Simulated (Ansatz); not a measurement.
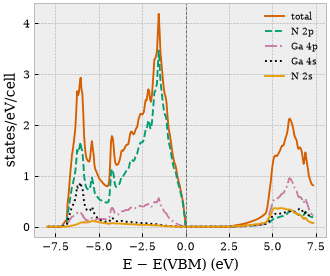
Total and projected density of states of GaN (wurtzite, P6_3mc), DFT-r²SCAN in the program Ansatz with PAW potentials

**Question.** Which orbitals carry the states next to the gap?

**Answer.** Top 1 eV of the valence band: N 2p 89 %, Ga 4p 7 %. Bottom 1 eV of the conduction band: N 2s 38 %, Ga 4s 37 %, N 2p 14 %, Ga 4p 9 %. Projections are on Löwdin-orthogonalised atomic valence shells; empty p or d shells of many metals are not among them.

**Question.** Where is the tallest occupied peak in this window, and what makes it?

**Answer.** Near -1.5 eV, about 4.2 states/eV per cell; the largest projected share is N 2p.

Symmetry was held in the r²SCAN relaxation; phonons on a q-mesh show no instability. Spin–orbit coupling is left out wherever it is not named.

Potentials: the earlier of the program's two PAW sets.
